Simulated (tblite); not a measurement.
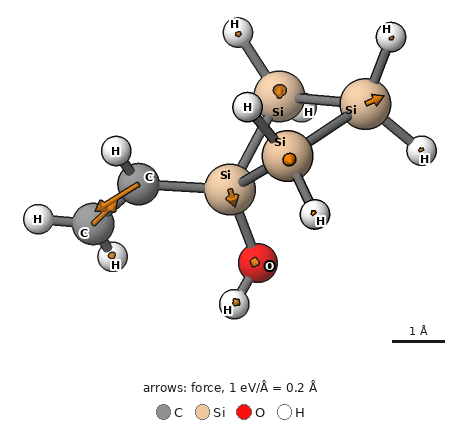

Starting geometry of C2H10OSi4 (charge +1, multiplicity 2) with the computed forces as orange arrows. Style: ball-and-stick. Shown from a free direction.

These are results of GFN2-xTB geometry optimisation, gas phase in tblite, not measurements. 

Q: What follows when this structure is relaxed?

A: It isn't relaxed: the largest force vector, on a C atom, is 5.72 eV/Å. The final displacements have little in common with the starting forces (cosine between the two patterns 0.15). The largest moves after the best rigid fit, 0.86 Å, are those of H atoms. By element the largest moves are H 0.86 Å, C 0.40 Å, Si 0.39 Å, O 0.25 Å. Some distances before and after: Si–Si 2.297 → 2.482 Å, Si–Si 2.285 → 2.406 Å, C–C 1.443 → 1.331 Å, C–Si 1.794 → 1.877 Å. Among the angles between lasting bonds that change: Si–O–H 116.2° → 130.4°, O–Si–Si 112.7° → 101.9°, C–Si–Si 113.9° → 124.5°. Groups turn about O–Si by about 35°, C–Si by about 25°, Si–Si by about 20°. After 131 geometry steps the energy has fallen by 1.183 eV. Cost: 1.9 s on 1 thread of Intel(R) Xeon(R) Processor @ 2.70GHz, on a shared host.
